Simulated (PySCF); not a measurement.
C2H10N2Si (SMILES C[SiH](C)NN)

The calculation's input:

```
{"job": {"kind": "uv", "xc": "CAM-B3LYP", "basis": "def2-SVPD", "nstates": 8, "ntriplets": 3}, "charge": 0, "multiplicity": 1}
C     -1.886835    -0.804615    -0.398882
Si    -0.307256    -0.169241     0.425109
C     -0.094210     1.712930     0.252572
N      0.994745    -0.904018    -0.444123
N      2.372713    -0.632256    -0.202997
H     -2.758125    -0.318600     0.026218
H     -1.887244    -0.612174    -1.466712
H     -2.005915    -1.873359    -0.254818
H     -0.313275    -0.492503     1.870553
H     -0.928937     2.244062     0.699942
H      0.808961     2.060045     0.747691
H     -0.033356     2.013652    -0.789843
H      0.902040    -1.844924    -0.798800
H      2.551164     0.329422    -0.481242
H      2.581117    -0.700430     0.793420
```

Command:

```sh
OMP_NUM_THREADS=1 python probes_run.py task.json out
```

Geometry: GFN2-xTB.

Theory: CAM-B3LYP/def2-SVPD, SCF density, gas phase (PySCF 2.14.0).

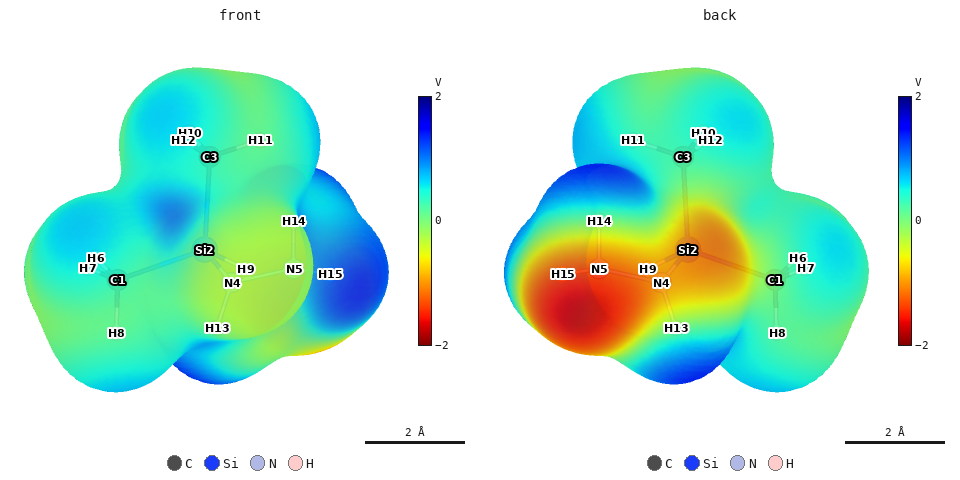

Figure 1. The molecular electrostatic potential painted on the density surface at 0.002 e/bohr³, seen from the front and from behind; the colour scale runs from red (negative) to blue (positive).

Q: Describe the electrostatic potential map.

A: The most negative region (about −1.7 V) lies over N5, the most positive (about +1.3 V) over H13, H14 and H15. N5 is the likeliest acceptor of a hydrogen bond.

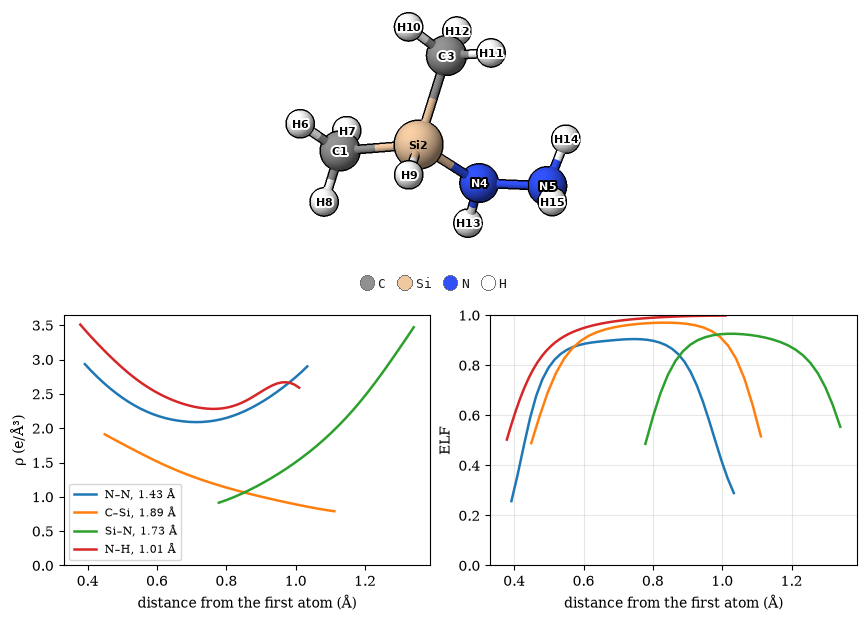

Figure 2. Electron density and electron localisation function along straight lines between neighbouring atoms. The curves leave out the atomic cores. The structure is drawn too.

Q: Compare the contacts.

A: N–N (1.43 Å): the density is about 2.1 e/Å³ at the midpoint; the ELF peaks at about 0.90 between the atoms; localised, covalent bonding.
C–Si (1.89 Å): ρ is about 0.95 e/Å³ halfway; the ELF peaks at about 1 between the atoms, as expected for localised, covalent bonding.
Si–N (1.73 Å): the density is about 1.1 e/Å³ at the midpoint; the ELF peaks at about 0.95 between the atoms; a shared but strongly polarised pair.
N–H (1.01 Å): ρ at the midpoint is about 2.9 e/Å³; the ELF climbs to about 1 towards the hydrogen, as it does in any bond to H; an ordinary covalent bond to hydrogen.
